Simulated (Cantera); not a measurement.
Feed: 1 mol BF3, 8 mol H2O, 13 mol H2, held at 13.3 mbar.

Cantera equilibrium calculation (NASA polynomials, part measured and part estimated; ideal gas, pure solids and liquids). Candidate condensed phases: B, B2O3, B3O3H3, H2O; 43 gas species. Gases not in the tables: H3BO3. Equilibrium is a limit: real reactors are often held back by kinetics, nucleation or transport.

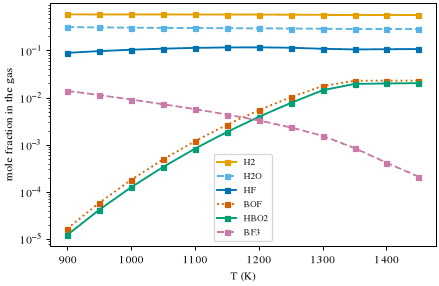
Fig. 1. Equilibrium gas composition (values under 1e-9 drawn at 1e-9)

Question: Read off the mole fractions at 1000 K.

Answer: H2 about 0.58, H2O about 0.30, HF about 0.10, BF3 about 0.0091, BOF about 0.00018, HBO2 about 0.00013.
